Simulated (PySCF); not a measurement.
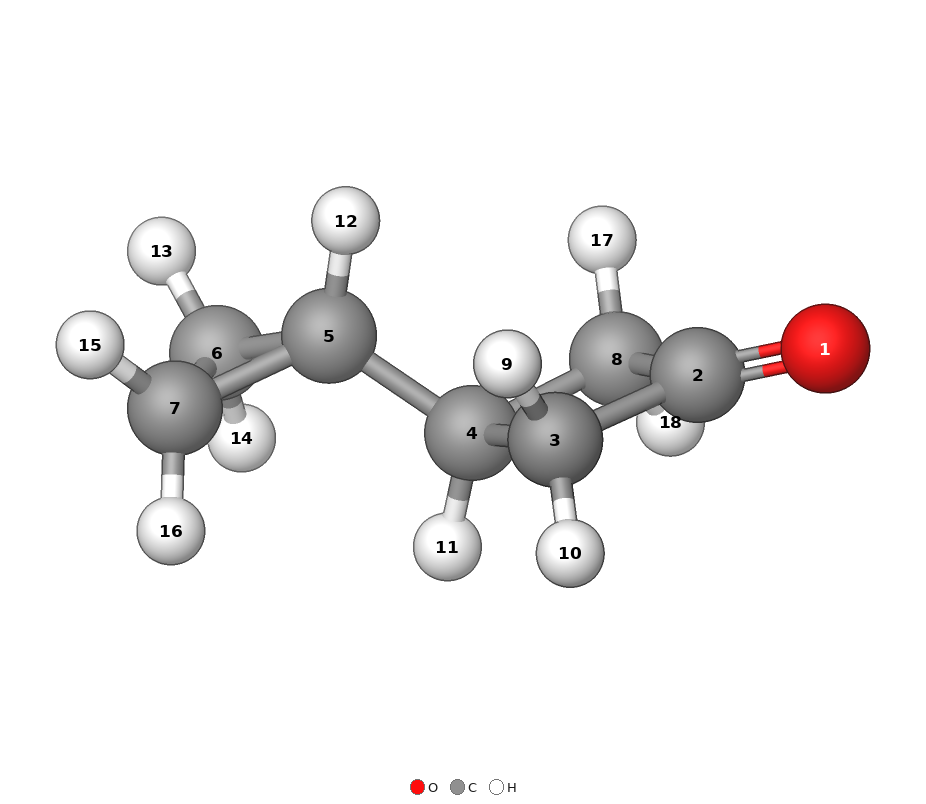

Numbered structure. The computed structure is the end point of a GFN2-xTB optimisation. No frequency run is at hand to confirm it as a minimum.

Give these bond angles: C2–C3–C4, C3–C4–C5, C3–C4–C8, C3–C4–H11, C4–C3–H9, C4–C3–H10, C4–C5–H12, C5–C4–H11, C5–C6–C7, C5–C6–H14, C6–C5–C7, C7–C6–H14.

```
    angle  degrees
 C2–C3–C4     88.8
 C3–C4–C5    115.4
 C3–C4–C8     89.8
C3–C4–H11    112.6
 C4–C3–H9    114.5
C4–C3–H10    116.5
C4–C5–H12    113.6
C5–C4–H11    109.8
 C5–C6–C7     60.0
C5–C6–H14    118.0
 C6–C5–C7     59.9
C7–C6–H14    118.0
```
